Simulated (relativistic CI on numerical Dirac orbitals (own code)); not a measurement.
**Cl: one ion under different settings**

How much do the settings matter for Cl? One ion, several inputs.

Program: relativistic CI on numerical Dirac orbitals (own code) version 3. Level of theory: Dirac-Coulomb-Breit CI, KLI orbitals optimised for each configuration, model QED (radiative potential, 1s self-energy scaled to tabulated hydrogen-like ionisation energies), numerical settings as typed. These are calculated values, not measurements, unless marked.

## Step 1: What is computed

* ion: Cl (Cl I)
* nuclear charge: 17
* electrons: 17
* isotope: A = 35

## Step 2: A try

Input settings:

```ini
atom Cl  Z=17  charge=0  electrons=17
nucleus A=35  rms_radius_fm=3.3654
hamiltonian dirac-coulomb  breit=on  qed=on  c_scale=1
orbitals kli  potential=per-configuration
slater_scale 1
correlation none
mixing on
grid step=0.0125 r_max=102.8
scf mixing=0.4 start=green max_iterations=6 tolerance=2e-08 node_fill=0.05
configurations
  [Ne] 3s2 3p5
end
```

On the command line:

```bash
$ python run_levels.py task.json out
```

task.json lists these runs, among others, and the program works through them in turn.

Results of the run (chosen fields of its result record, rounded):

```text
{
  "status": "not_converged",
  "warnings": ["SCF of 1s2 2s2 2p6 3s2 3p5 did not converge"],
  "scf_steps of the first configuration [iteration, E_Ha, residual, outer_eigenvalue_Ha]": [
    [1, -460.4834762, 0.437, -0.4545],
    [2, -460.8422324, 0.19, -0.4473],
    [3, -460.9277654, 0.0301, -0.4772],
    [4, -460.9317849, 0.0052, -0.4964],
    [5, -460.9320257, 0.000741, -0.4979],
    [6, -460.9320085, 0.000201, -0.4971]
  ]
}
```

Wall time 0.011 s (1 thread of Neoverse-V1, shared host).

Cause: the run ended without a result. The SCF ran into its iteration limit before the residual met the tolerance. The input had iteration limit 6. The cure is to restore the usual settings of the SCF.

## Step 3: With the usual settings

Changes to the settings of step 2:

```diff
@@ -8,3 +8,3 @@
 grid step=0.0125 r_max=102.8
-scf mixing=0.4 start=green max_iterations=6 tolerance=2e-08 node_fill=0.05
+scf mixing=0.4 start=green max_iterations=150 tolerance=2e-08 node_fill=0.05
 configurations
```

From the record:

```text
{
  "status": "converged",
  "levels [i, E_cm, J2, conf, term, w_term, w_jj]": [
    [0, 0, 3, "3p5", "2P*", 1, 1],
    [1, 896.23123, 1, "3p5", "2P*", 1, 1]
  ],
  "total_energy [Ha]": -460.75391584,
  "n_levels_all": 2,
  "overlap": 2.56419e-13,
  "scf_iterations": [10],
  "orbital_energies [Ha]": {"1s": -101.219, "2s": -9.56258, "2p1/2": -7.34997, "2p3/2": -7.28768, "3s": -0.940703, "3p1/2": -0.501649, "3p3/2": -0.497291},
  "configurations [conf, odd, states, E_av_Ha, breit_Ha, qed_Ha]": [
    ["3p5", 1, 6, -460.9320183, 0.1083, 0.07119]
  ],
  "scf_steps of the first configuration [iteration, E_Ha, residual, outer_eigenvalue_Ha]": [
    [1, -460.4834762, 0.437, -0.4545],
    [2, -460.8422324, 0.19, -0.4473],
    [3, -460.9277654, 0.0301, -0.4772],
    [4, -460.9317849, 0.0052, -0.4964],
    [5, -460.9320257, 0.000741, -0.4979],
    [6, -460.9320085, 0.000201, -0.4971],
    [7, -460.9320172, 2.45e-05, -0.4973],
    [8, -460.9320183, 7.96e-07, -0.4973],
    [9, -460.9320183, 2.64e-08, -0.4973],
    [10, -460.9320183, 1.79e-08, -0.4973]
  ]
}
```

Run time: 0.058 s. Hardware: 1 thread of Neoverse-V1, shared host.

## Step 4: Speed-of-light factor 2, end of the grid 308.4

Input settings:

```ini
atom Cl  Z=17  charge=0  electrons=17
nucleus A=35  rms_radius_fm=3.3654
hamiltonian dirac-coulomb  breit=on  qed=on  c_scale=2
orbitals kli  potential=per-configuration
slater_scale 1
correlation none
mixing on
grid step=0.0125 r_max=308.4
scf mixing=0.4 start=green max_iterations=150 tolerance=2e-08 node_fill=0.05
configurations
  [Ne] 3s2 3p5
end
```

From the record:

```text
{
  "status": "converged",
  "levels [i, E_cm, J2, conf, term, w_term]": [
    [0, 0, 3, "3p5", "2P*", 1],
    [1, 223.57732, 1, "3p5", "2P*", 1]
  ],
  "total_energy [Ha]": -459.74608704,
  "n_levels_all": 2,
  "overlap": 2.49479e-13,
  "scf_iterations": [11],
  "orbital_energies [Ha]": {"1s": -100.933, "2s": -9.51605, "2p1/2": -7.31866, "2p3/2": -7.30317, "3s": -0.9366, "3p1/2": -0.500127, "3p3/2": -0.499043},
  "configurations [conf, odd, states, E_av_Ha, breit_Ha, qed_Ha]": [
    ["3p5", 1, 6, -459.8374809, 0.02699, 0.06475]
  ],
  "scf_steps of the first configuration [iteration, E_Ha, residual, outer_eigenvalue_Ha]": [
    [1, -459.4122873, 0.424, -0.4533],
    [2, -459.7515513, 0.185, -0.4489],
    [3, -459.8335665, 0.0281, -0.4796],
    [4, -459.8372504, 0.00507, -0.4982],
    [5, -459.8374875, 0.00071, -0.4996],
    [6, -459.8374714, 0.0002, -0.4988],
    [7, -459.8374809, 4.35e-06, -0.499],
    [8, -459.8374809, 9.94e-07, -0.499],
    [9, -459.8374809, 2.35e-08, -0.499],
    [10, -459.8374809, 2.47e-08, -0.499],
    [11, -459.8374809, 1.02e-10, -0.499]
  ]
}
```

Wall time 0.062 s (1 thread of Neoverse-V1, shared host).

A changed speed of light describes a fictitious ion. The QED potentials keep the true α.

## Step 5: Iteration limit 20, node fill 0.5

Input settings:

```ini
atom Cl  Z=17  charge=0  electrons=17
nucleus A=35  rms_radius_fm=3.3654
hamiltonian dirac-coulomb  breit=on  qed=on  c_scale=1
orbitals kli  potential=per-configuration
slater_scale 1
correlation none
mixing on
grid step=0.0125 r_max=102.8
scf mixing=0.4 start=green max_iterations=20 tolerance=2e-08 node_fill=0.5
configurations
  [Ne] 3s2 3p5
end
```

From the record:

```text
{
  "status": "converged",
  "levels [i, E_cm, J2, conf, term, w_term]": [
    [0, 0, 3, "3p5", "2P*", 1],
    [1, 945.77867, 1, "3p5", "2P*", 1]
  ],
  "total_energy [Ha]": -460.74181398,
  "n_levels_all": 2,
  "overlap": 3.17716e-13,
  "scf_iterations": [11],
  "orbital_energies [Ha]": {"1s": -100.574, "2s": -9.29586, "2p1/2": -7.06517, "2p3/2": -7.00402, "3s": -0.901096, "3p1/2": -0.467337, "3p3/2": -0.463268},
  "configurations [conf, odd, states, E_av_Ha, breit_Ha, qed_Ha]": [
    ["3p5", 1, 6, -460.9188203, 0.1074, 0.07109]
  ],
  "scf_steps of the first configuration [iteration, E_Ha, residual, outer_eigenvalue_Ha]": [
    [1, -460.4834762, 0.53, -0.4545],
    [2, -460.8619881, 0.223, -0.423],
    [3, -460.9182425, 0.0404, -0.4443],
    [4, -460.9183069, 0.00631, -0.4629],
    [5, -460.9191176, 0.0011, -0.4642],
    [6, -460.9188004, 8.23e-05, -0.4632],
    [7, -460.918798, 6.53e-05, -0.4632],
    [8, -460.9188203, 6.88e-07, -0.4633],
    [9, -460.9188203, 1.68e-07, -0.4633],
    [10, -460.9188203, 2.43e-08, -0.4633],
    [11, -460.9188203, 5.57e-10, -0.4633]
  ]
}
```

It took 0.058 s on 1 thread of Neoverse-V1, shared host.

## Step 6: Speed-of-light factor 10

Input settings:

```ini
atom Cl  Z=17  charge=0  electrons=17
nucleus A=35  rms_radius_fm=3.3654
hamiltonian dirac-coulomb  breit=on  qed=on  c_scale=10
orbitals kli  potential=per-configuration
slater_scale 1
correlation none
mixing on
grid step=0.0125 r_max=102.8
scf mixing=0.4 start=green max_iterations=150 tolerance=2e-08 node_fill=0.05
configurations
  [Ne] 3s2 3p5
end
```

From the record:

```text
{
  "status": "converged",
  "levels [i, E_cm, J2, conf, term, w_term]": [
    [0, 0, 3, "3p5", "2P*", 1],
    [1, 9.1255436, 1, "3p5", "2P*", 1]
  ],
  "total_energy [Ha]": -459.42797166,
  "n_levels_all": 2,
  "overlap": 2.47708e-13,
  "scf_iterations": [11],
  "orbital_energies [Ha]": {"1s": -100.842, "2s": -9.50129, "2p1/2": -7.30872, "2p3/2": -7.3081, "3s": -0.9353, "3p1/2": -0.499645, "3p3/2": -0.499601},
  "configurations [conf, odd, states, E_av_Ha, breit_Ha, qed_Ha]": [
    ["3p5", 1, 6, -459.4898108, 0.001078, 0.06077]
  ],
  "scf_steps of the first configuration [iteration, E_Ha, residual, outer_eigenvalue_Ha]": [
    [1, -459.0718699, 0.42, -0.4529],
    [2, -459.4050855, 0.183, -0.4495],
    [3, -459.4860019, 0.0274, -0.4803],
    [4, -459.4895813, 0.00503, -0.4988],
    [5, -459.4898172, 0.000699, -0.5002],
    [6, -459.4898013, 0.0002, -0.4994],
    [7, -459.4898108, 4.39e-06, -0.4996],
    [8, -459.4898108, 9.78e-07, -0.4996],
    [9, -459.4898108, 2.19e-08, -0.4996],
    [10, -459.4898108, 2.45e-08, -0.4996],
    [11, -459.4898108, 1.03e-10, -0.4996]
  ]
}
```

Run time: 0.057 s. Hardware: 1 thread of Neoverse-V1, shared host.

A changed speed of light describes a fictitious ion. The QED potentials keep the true α.

## Step 7: Breit term off, QED terms off

Changes to the settings of step 6:

```diff
@@ -2,3 +2,3 @@
 nucleus A=35  rms_radius_fm=3.3654
-hamiltonian dirac-coulomb  breit=on  qed=on  c_scale=10
+hamiltonian dirac-coulomb  breit=off  qed=off  c_scale=1
 orbitals kli  potential=per-configuration
```

From the record:

```text
{
  "status": "converged",
  "levels [i, E_cm, J2, conf, term, w_term]": [
    [0, 0, 3, "3p5", "2P*", 1],
    [1, 933.65385, 1, "3p5", "2P*", 1]
  ],
  "total_energy [Ha]": -460.93343634,
  "n_levels_all": 2,
  "overlap": 2.56419e-13,
  "scf_iterations": [10],
  "orbital_energies [Ha]": {"1s": -101.219, "2s": -9.56258, "2p1/2": -7.34997, "2p3/2": -7.28768, "3s": -0.940703, "3p1/2": -0.501649, "3p3/2": -0.497291},
  "configurations [conf, odd, states, E_av_Ha, breit_Ha, qed_Ha]": [
    ["3p5", 1, 6, -460.9320183, 0, 0]
  ],
  "scf_steps of the first configuration [iteration, E_Ha, residual, outer_eigenvalue_Ha]": [
    [1, -460.4834762, 0.437, -0.4545],
    [2, -460.8422324, 0.19, -0.4473],
    [3, -460.9277654, 0.0301, -0.4772],
    [4, -460.9317849, 0.0052, -0.4964],
    [5, -460.9320257, 0.000741, -0.4979],
    [6, -460.9320085, 0.000201, -0.4971],
    [7, -460.9320172, 2.45e-05, -0.4973],
    [8, -460.9320183, 7.96e-07, -0.4973],
    [9, -460.9320183, 2.64e-08, -0.4973],
    [10, -460.9320183, 1.79e-08, -0.4973]
  ]
}
```

It took 0.024 s on 1 thread of Neoverse-V1, shared host.

## Step 8: Slater scale 5

Input settings:

```ini
atom Cl  Z=17  charge=0  electrons=17
nucleus A=35  rms_radius_fm=3.3654
hamiltonian dirac-coulomb  breit=on  qed=on  c_scale=1
orbitals kli  potential=per-configuration
slater_scale 5
correlation none
mixing on
grid step=0.0125 r_max=102.8
scf mixing=0.4 start=green max_iterations=82 tolerance=2e-08 node_fill=0.05
configurations
  [Ne] 3s2 3p5
end
```

From the record:

```text
{
  "status": "converged",
  "levels [i, E_cm, J2, conf, term, w_term]": [
    [0, 0, 3, "3p5", "2P*", 1],
    [1, 998.84207, 1, "3p5", "2P*", 1]
  ],
  "total_energy [Ha]": -460.75407169,
  "n_levels_all": 2,
  "overlap": 2.56419e-13,
  "scf_iterations": [10],
  "orbital_energies [Ha]": {"1s": -101.219, "2s": -9.56258, "2p1/2": -7.34997, "2p3/2": -7.28768, "3s": -0.940703, "3p1/2": -0.501649, "3p3/2": -0.497291},
  "configurations [conf, odd, states, E_av_Ha, breit_Ha, qed_Ha]": [
    ["3p5", 1, 6, -460.9320183, 0.1083, 0.07119]
  ],
  "scf_steps of the first configuration [iteration, E_Ha, residual, outer_eigenvalue_Ha]": [
    [1, -460.4834762, 0.437, -0.4545],
    [2, -460.8422324, 0.19, -0.4473],
    [3, -460.9277654, 0.0301, -0.4772],
    [4, -460.9317849, 0.0052, -0.4964],
    [5, -460.9320257, 0.000741, -0.4979],
    [6, -460.9320085, 0.000201, -0.4971],
    [7, -460.9320172, 2.45e-05, -0.4973],
    [8, -460.9320183, 7.96e-07, -0.4973],
    [9, -460.9320183, 2.64e-08, -0.4973],
    [10, -460.9320183, 1.79e-08, -0.4973]
  ]
}
```

Wall time 0.057 s (1 thread of Neoverse-V1, shared host).

This setting is unsound; the numbers are not properties of the ion.

## Step 9: Comparison

| setting | total energy less usual (Ha) | largest shift of a level among the lowest eight of both runs, same label and place (cm⁻¹) | SCF iterations | time | lowest level | kind of change |
| --- | --- | --- | --- | --- | --- | --- |
| usual | 0 | 0 | 10 | 0.058 s | 3p5 2P°3/2 | - |
| speed-of-light factor 2, end of the grid 308.4 | 1.01 | 673 | 11 | 0.062 s | 3p5 2P°3/2 | unphysical constant |
| iteration limit 20, node fill 0.5 | 0.0121 | 49.5 | 11 | 0.058 s | 3p5 2P°3/2 | numerical |
| speed-of-light factor 10 | 1.33 | 887 | 11 | 0.057 s | 3p5 2P°3/2 | unphysical constant |
| Breit term off, QED terms off | -0.18 | 37.4 | 10 | 0.024 s | 3p5 2P°3/2 | model term |
| Slater scale 5 | -0.000156 | 103 | 10 | 0.057 s | 3p5 2P°3/2 | unsound |

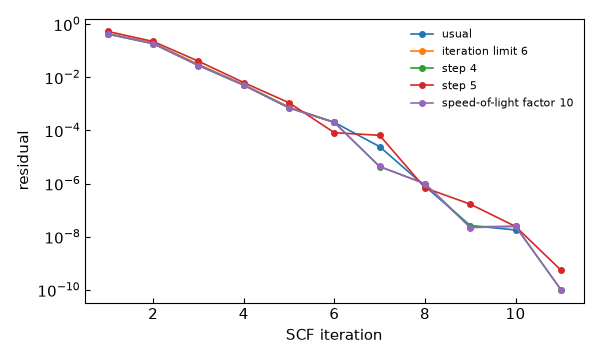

Residual of the first configuration's SCF.

## Step 10: What came out

```
                    quantity         value
lowest level, usual settings    3p5 2P°3/2
                total energy  -460.7539 Ha
            first excitation    896.2 cm⁻¹
       runs without a result             1
```

In words: Among the runs whose levels can be followed, they move most under «speed-of-light factor 10» (unphysical constant), by up to 887 cm⁻¹. Only the listed configurations are in the model. Near neutrality, missing correlation can shift configurations against each other by thousands of cm⁻¹.
